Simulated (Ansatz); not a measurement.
# A defect in a wire: Ir wire of staggered 4-rings about a central row, divacancy of Ir and Ir, part 2 of 3

What does the defect do to the conductance?

Ansatz 0.2.0; DFT PBE, plane waves, PAW; relaxation of a wire's period (the session's first sound run).

So far, conductance of the lead as this run defines it (G₀): step 3 (bands of the perfect wire) 6.50.

**4. Relaxing the junction**

This step: DFT PBE, plane waves, PAW; relaxation of a junction in a wire, ends held (Ansatz 0.2.0).

System of this step: Ir wire of staggered 4-rings about a central row, divacancy of Ir and Ir. The cell holds 68 atoms: 68 Ir. Cell: a = 11.397 Å, b = 11.397 Å, c = 34.216 Å, α = 90.0°, β = 90.0°, γ = 90.0°. Regions: held atoms, 40 atoms (40 Ir); free atoms, 28 atoms (28 Ir). Vacuum lies along a and b. The structure's axis is c.

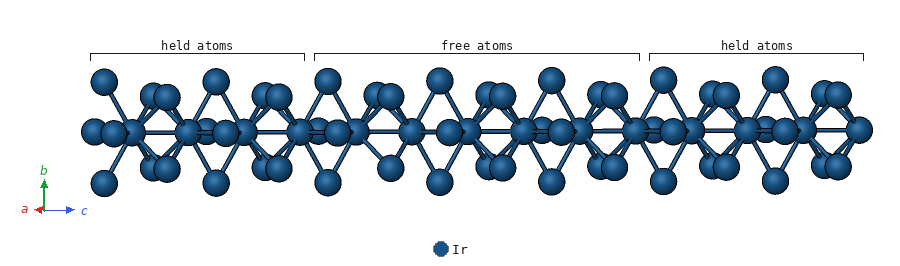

The cell of this step (iridium blue).

28 atoms at the defect are free to relax, while 40 stay where the perfect wire has them, so that the ends still repeat as a lead.

Contents of input.yaml:

```yaml
crystal:
  lattice:
    - [11.397, 0.0, 0.0]
    - [0.0, 11.397, 0.0]
    - [0.0, 0.0, 34.2155217835]
  atoms:
    - { symbol: Ir, position: [0.309360104, 0.500014278, 0.0], spin: 0.12 }
    - { symbol: Ir, position: [0.500014278, 0.690668452, 0.0], spin: 0.12 }
    - { symbol: Ir, position: [0.500014278, 0.309360104, 0.0], spin: 0.12 }
    - { symbol: Ir, position: [0.690668452, 0.500014278, 0.0], spin: 0.12 }
    - { symbol: Ir, position: [0.500014278, 0.500014278, 0.03572613] }
    - { symbol: Ir, position: [0.365182209, 0.634846347, 0.071428571], spin: 0.12 }
    - { symbol: Ir, position: [0.365182209, 0.365182209, 0.071428571], spin: 0.12 }
    - { symbol: Ir, position: [0.634846347, 0.634846347, 0.071428571], spin: 0.12 }
    - { symbol: Ir, position: [0.634846347, 0.365182209, 0.071428571], spin: 0.12 }
    - { symbol: Ir, position: [0.500014278, 0.500014278, 0.107131013] }
    - { symbol: Ir, position: [0.309360104, 0.500014278, 0.142857143], spin: 0.12 }
    - { symbol: Ir, position: [0.500014278, 0.690668452, 0.142857143], spin: 0.12 }
    - { symbol: Ir, position: [0.500014278, 0.309360104, 0.142857143], spin: 0.12 }
    - { symbol: Ir, position: [0.690668452, 0.500014278, 0.142857143], spin: 0.12 }
    - { symbol: Ir, position: [0.500014278, 0.500014278, 0.178583273] }
    - { symbol: Ir, position: [0.365182209, 0.634846347, 0.214285714], spin: 0.12 }
    - { symbol: Ir, position: [0.365182209, 0.365182209, 0.214285714], spin: 0.12 }
    - { symbol: Ir, position: [0.634846347, 0.634846347, 0.214285714], spin: 0.12 }
    - { symbol: Ir, position: [0.634846347, 0.365182209, 0.214285714], spin: 0.12 }
    - { symbol: Ir, position: [0.500014278, 0.500014278, 0.249988156] }
    - { symbol: Ir, position: [0.309360104, 0.500014278, 0.285714286], spin: 0.12 }
    - { symbol: Ir, position: [0.500014278, 0.690668452, 0.285714286], spin: 0.12 }
    - { symbol: Ir, position: [0.500014278, 0.309360104, 0.285714286], spin: 0.12 }
    - { symbol: Ir, position: [0.690668452, 0.500014278, 0.285714286], spin: 0.12 }
    - { symbol: Ir, position: [0.500014278, 0.500014278, 0.321440416] }
    - { symbol: Ir, position: [0.365182209, 0.634846347, 0.357142857], spin: 0.12 }
    - { symbol: Ir, position: [0.365182209, 0.365182209, 0.357142857], spin: 0.12 }
    - { symbol: Ir, position: [0.634846347, 0.634846347, 0.357142857], spin: 0.12 }
    - { symbol: Ir, position: [0.500014278, 0.500014278, 0.392845298] }
    - { symbol: Ir, position: [0.309360104, 0.500014278, 0.428571429], spin: 0.12 }
    - { symbol: Ir, position: [0.500014278, 0.690668452, 0.428571429], spin: 0.12 }
    - { symbol: Ir, position: [0.500014278, 0.309360104, 0.428571429], spin: 0.12 }
    - { symbol: Ir, position: [0.500014278, 0.500014278, 0.464297559] }
    - { symbol: Ir, position: [0.365182209, 0.634846347, 0.5], spin: 0.12 }
    - { symbol: Ir, position: [0.365182209, 0.365182209, 0.5], spin: 0.12 }
    - { symbol: Ir, position: [0.634846347, 0.634846347, 0.5], spin: 0.12 }
    - { symbol: Ir, position: [0.634846347, 0.365182209, 0.5], spin: 0.12 }
    - { symbol: Ir, position: [0.500014278, 0.500014278, 0.535702441] }
    - { symbol: Ir, position: [0.309360104, 0.500014278, 0.571428571], spin: 0.12 }
    - { symbol: Ir, position: [0.500014278, 0.690668452, 0.571428571], spin: 0.12 }
    - { symbol: Ir, position: [0.500014278, 0.309360104, 0.571428571], spin: 0.12 }
    - { symbol: Ir, position: [0.690668452, 0.500014278, 0.571428571], spin: 0.12 }
    - { symbol: Ir, position: [0.500014278, 0.500014278, 0.607154702] }
    - { symbol: Ir, position: [0.365182209, 0.634846347, 0.642857143], spin: 0.12 }
    - { symbol: Ir, position: [0.365182209, 0.365182209, 0.642857143], spin: 0.12 }
    - { symbol: Ir, position: [0.634846347, 0.634846347, 0.642857143], spin: 0.12 }
    - { symbol: Ir, position: [0.634846347, 0.365182209, 0.642857143], spin: 0.12 }
    - { symbol: Ir, position: [0.500014278, 0.500014278, 0.678559584] }
    - { symbol: Ir, position: [0.309360104, 0.500014278, 0.714285714], spin: 0.12 }
    - { symbol: Ir, position: [0.500014278, 0.690668452, 0.714285714], spin: 0.12 }
    - { symbol: Ir, position: [0.500014278, 0.309360104, 0.714285714], spin: 0.12 }
    - { symbol: Ir, position: [0.690668452, 0.500014278, 0.714285714], spin: 0.12 }
    - { symbol: Ir, position: [0.500014278, 0.500014278, 0.750011844] }
    - { symbol: Ir, position: [0.365182209, 0.634846347, 0.785714286], spin: 0.12 }
    - { symbol: Ir, position: [0.365182209, 0.365182209, 0.785714286], spin: 0.12 }
    - { symbol: Ir, position: [0.634846347, 0.634846347, 0.785714286], spin: 0.12 }
    - { symbol: Ir, position: [0.634846347, 0.365182209, 0.785714286], spin: 0.12 }
    - { symbol: Ir, position: [0.500014278, 0.500014278, 0.821416727] }
    - { symbol: Ir, position: [0.309360104, 0.500014278, 0.857142857], spin: 0.12 }
    - { symbol: Ir, position: [0.500014278, 0.690668452, 0.857142857], spin: 0.12 }
    - { symbol: Ir, position: [0.500014278, 0.309360104, 0.857142857], spin: 0.12 }
    - { symbol: Ir, position: [0.690668452, 0.500014278, 0.857142857], spin: 0.12 }
    - { symbol: Ir, position: [0.500014278, 0.500014278, 0.892868987] }
    - { symbol: Ir, position: [0.365182209, 0.634846347, 0.928571429], spin: 0.12 }
    - { symbol: Ir, position: [0.365182209, 0.365182209, 0.928571429], spin: 0.12 }
    - { symbol: Ir, position: [0.634846347, 0.634846347, 0.928571429], spin: 0.12 }
    - { symbol: Ir, position: [0.634846347, 0.365182209, 0.928571429], spin: 0.12 }
    - { symbol: Ir, position: [0.500014278, 0.500014278, 0.96427387] }
magnetization:
  spin_polarized: true
kpoints:
  mp_grid: { grid: [1, 1, 1] }
scf:
  occupations: { method: fermi_dirac, width: 0.1 }
hamiltonian:
  xc: pbe
relax:
  constraints:
    - { sites: [0, 1, 2, 3, 4, 5, 6, 7, 8, 9, 10, 11, 12, 13, 14, 15, 16, 17, 18, 19, 48, 49, 50, 51, 52, 53, 54, 55, 56, 57, 58, 59, 60, 61, 62, 63, 64, 65, 66, 67] }
  f_tol: 0.04
  max_steps: 35
```

On the command line:

```console
$ ansatz run input.yaml --threads 16 --pin off --max-ram 61440MiB --backend cuda --events-out ev --progress --plain --runs-dir out --max-vram 78GiB
```

Numbers of over 12 decimals in the logs are rounded to 6 here.

Output:

```text
Engine: ansatz 0.2.0, aarch64-unknown-linux-gnu
Pseudopotentials: kind: paw
Pseudopotential: Ir, paw, valence charge 17, recommended cutoff 420 eV (normal), Ir.paw.azcp
Functional definition: PBE
  parameter kappa = 0.804
  parameter beta = 0.066725
  exchange = pbe_x(kappa = kappa, mu = beta*pi^2/3)
  correlation = pbe_c(beta = beta)
[...]
Crystal: 68 atoms, lattice volume = 4444.309 Å³
Basis set: ecut = 420 eV, 86819 PW (Γ), exchange–correlation on 160×160×480 points (8 copies of the dense FFT grid, shifted against one another)
Bands: 698, of which v1, the nominal top of the filled ones, is band 578 counted from 1 (577 counted from 0)
Symmetry: 1 space group operations
Space group: P1 (ITA 1), of the structure as read, at distance tolerance 1.6e-4 Å
Magnetic group: BNS 1.1 (UNI 1), of the structure as read, at distance tolerance 1.6e-4 Å
k-points: 1
Non-local potential: Ir, projectors of the file, l = 0: 3, l = 1: 2, l = 2: 2, l = 3: 1
PAW form: soft (Blöchl's): semilocal exchange-correlation on the pseudo side does not see the compensation charge
PAW one-centre angular grid: Ir, 590 points (default); XC on 64 Gauss nodes
Initial density: superposition of atomic densities (neutral atoms: chi_scale 0, normalization atom)
Starting moments: Σ|m| = 6.48 μB on 54 of 68 sites
Initial wavefunctions: pseudopotential atomic-orbital guess
[...]
Functional: x = pbe(κ = 0.804, μ = 0.219515), c = pbe(β = 0.066725)
SCF iter   1: F=—  HF=-811430.415089 eV  |F-HF|=—  |Δ(HF+E_count)|=         —  Δρ=1.59e-2 (↑1.59e-2 ↓1.55e-2)  dr2=9.00e1  dr2_m=3.74e-2  M=5.589 μB ∫|m|=5.694 μB  β_m=0.30  ethr=3.10e-3  ⟨swp⟩=8.0  Hψ=6196  notcnv=0
Mixer restart at iter 1: flushing history
preconditioner: auto → LDOS  [metal: Δε(μ)=0.007 eV  Ē_g=4.977 eV  σ=0.100 eV  W_gap=0.02  n_scr=762 (ndim 8)  ℏωp=13.8 eV  f_vac=0.621  D(μ)=142.82/eV (n_scr^D=1078)]
spin=Collinear: LDOS preconditioning applied to the charge; magnetization (m = ρ↑ − ρ↓) channel mixes plain (no charge-response kernel on spin).
SCF iter   2: F=—  HF=-811430.046364 eV  |F-HF|=—  |Δ(HF+E_count)|=   3.69e-1  Δρ=9.03e-3 (↑9.03e-3 ↓8.71e-3)  dr2=1.77e1  dr2_m=2.19e-2  M=5.381 μB ∫|m|=5.534 μB  β_m=0.40  ethr=3.10e-3  ⟨swp⟩=2.0  Hψ=2402  notcnv=0  defer=46
[...]
SCF iter  19: F=-811442.609156 eV  HF=-811442.609163 eV  |F-HF|=7.19e-6  |Δ(HF+E_count)|=   2.14e-6  Δρ=5.09e-6 (↑5.04e-6 ↓5.09e-6)  dr2=8.33e-6  dr2_m=2.45e-7  M=0.017 μB ∫|m|=0.040 μB  ethr=4.71e-10  ⟨swp⟩=4.0  Hψ=3188  notcnv=0
[...]
SCF 1 converged in 19 iterations: F = -811442.609156 eV  dr2 = 8.33e-6
[...]
SCF 4 converged in 11 iterations: F = -811446.389628 eV  dr2 = 3.97e-6
[...]
SCF 7 converged in 12 iterations: F = -811450.516225 eV  dr2 = 4.16e-6
[...]
SCF 10 converged in 7 iterations: F = -811453.381459 eV  dr2 = 1.92e-5
[...]
SCF 13 converged in 7 iterations: F = -811455.412142 eV  dr2 = 7.02e-6
[...]
SCF 16 converged in 9 iterations: F = -811456.881784 eV  dr2 = 1.29e-5
[...]
SCF 19 converged in 9 iterations: F = -811457.640766 eV  dr2 = 6.07e-5
[...]
SCF 22 converged in 6 iterations: F = -811458.031917 eV  dr2 = 2.52e-5
[...]
SCF 25 converged in 8 iterations: F = -811458.286369 eV  dr2 = 3.16e-7
[...]
SCF 28 converged in 7 iterations: F = -811458.335663 eV  dr2 = 1.11e-6
[...]
SCF 31 converged in 11 iterations: F = -811458.348059 eV  dr2 = 4.74e-9
[...]
SCF 34 converged in 11 iterations: F = -811458.378938 eV  dr2 = 4.40e-9
[...]
End of that report.
Error: geometry relaxation did not converge after 35 steps: max|allowed force component| = 9.20e-2 eV/Å (threshold 4.0e-2). Raise `relax.max_steps` over both its present limit and 35, loosen `relax.f_tol`, or start from a geometry closer to equilibrium. Where this run's directory can be resumed (`checkpoint.write`), a resume goes on for up to `relax.max_steps` more
```

Elapsed: 2.4 min, on 1 × NVIDIA GB200 with 16 threads of Arm Neoverse V2, shared host; peak memory 3 GiB.

The run stopped without converging, so none of its numbers is a property of the system.

The program's message: “Error: geometry relaxation did not converge after 35 steps: max|allowed force component| = 9.20e-2 eV/Å (threshold 4.0e-2). Raise `relax.max_steps` over both its present limit and 35, loosen `relax.f_ …”

(Continued in part 3 of 3.)

[Logs are printed without paths, hosts, clocks, repeated set-up lines and the standing remarks that a program may print on its own settings, such as how far it seeks lower states.]

[Hosts, paths, dates, database ids (printed as entryN), source tags and the programs' standing remarks are cut or masked in the printed files.]
